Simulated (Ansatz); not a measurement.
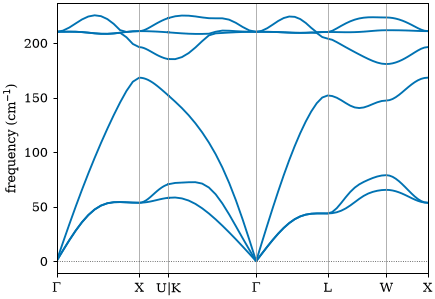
Figure. Phonon dispersion of InAs (zinc blende, F-43m), DFT-r²SCAN in the program Ansatz with PAW potentials; imaginary frequencies are drawn negative

Task: Is this phase dynamically stable?

Result: Yes, on this path no branch is imaginary.

Task: How high does the spectrum reach?

Result: About 230 cm⁻¹ (6.8 THz).

The cell was relaxed with r²SCAN under the symmetry of its start.

Potentials: the later of the program's two PAW sets.
